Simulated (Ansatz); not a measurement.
MoSi2 (MoSi2 type, space group I4/mmm)

```
CELL_PARAMETERS angstrom
     -3.21701     3.21701     7.87321
      0.00000     0.00000     7.87321
      1.60850     1.60850    -3.93661
ATOMIC_POSITIONS crystal
  Mo 0.00000 0.00000 0.00000
  Mo 0.50000 0.00000 0.00000
  Si 0.00000 0.33511 0.00000
  Si 0.50000 0.33511 0.00000
  Si 0.00000 0.66489 0.00000
  Si 0.50000 0.66489 0.00000
```

A phonon eigenvector at X = (0.5, 0.5, 0.0) is frozen into this cell: atom i moves by Q times the vector below, so Q is the largest atomic displacement, in Å. The cell is held. (q is in reciprocal vectors of the primitive cell; the cell shown is doubled to hold the pattern.)

```json
[
 {"atom": "Mo1", "x": "0.105", "y": "-0.105", "z": "0.000"},
 {"atom": "Mo2", "x": "-0.105", "y": "0.105", "z": "0.000"},
 {"atom": "Si3", "x": "0.707", "y": "-0.707", "z": "0.000"},
 {"atom": "Si4", "x": "-0.707", "y": "0.707", "z": "0.000"},
 {"atom": "Si5", "x": "0.707", "y": "-0.707", "z": "0.000"},
 {"atom": "Si6", "x": "-0.707", "y": "0.707", "z": "0.000"}
]
```

Calculation: PBE (plane waves to 420 eV, PAW, scalar-relativistic; Ansatz, a first-principles code). k mesh 20×20×20 (Γ-centred), Fermi-Dirac smearing 0.05 eV. Energies are smeared free energies. With partly filled bands, energies and forces of such displacements shift with the k mesh and the smearing. MoSi2 is run without spin polarisation. MoSi2 was relaxed with its symmetry unable to fall. The PAW data are Ansatz's earlier set. The zero of ΔE is the undisplaced structure.

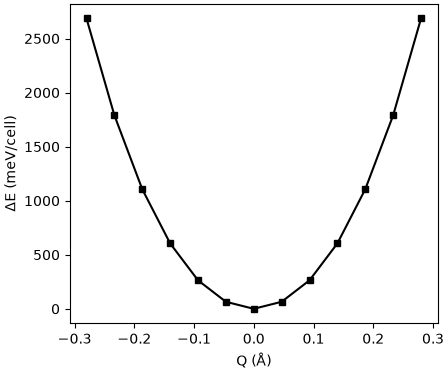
ΔE (meV/cell) against Q (Å); markers are the computed points, lines only join them.

Task: What is the energy change at Q = 0.280 Å?

Result: About 2700 meV/cell.

Task: What harmonic wavenumber does the curvature at Q = 0 give?

Result: About 370 cm⁻¹.

(For displaced atoms, the force is minus the slope of the energy, and its curvature is a force constant, which sets phonon frequencies.)
